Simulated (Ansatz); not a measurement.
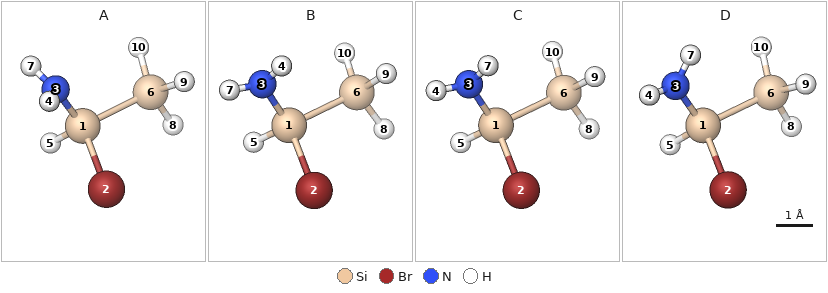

4 geometries from a converged minimum-energy path of Si2NH6Br, shuffled. Style: ball-and-stick. Shown at a tilt.

All numbers below come from RKS PBE0-D4/def2-SVP in Ansatz. Settings: 5 movable images; climbing image; force threshold 0.05 eV/Å; iteration limit 60; starting path through a guess of the saddle point.

Question: Which frame is the top of the path?

Answer: A. In order along the path, whose images run from 0 to 6: C (image 0, 0.0 kJ/mol), D (image 1, +6.3 kJ/mol), A (image 3, +17.9 kJ/mol), B (image 6, 0.0 kJ/mol). No bond forms or breaks between the ends. Bond angles that change up to the highest image, for instance: Br2–Si1–N3 114.9° → 106.3°, N3–Si1–H5 107.6° → 113.4°.

Cost: 2.2 min on 2 threads of Intel(R) Xeon(R) 6975P-C (Granite Rapids) (shared host), peak memory 0.31 GiB.
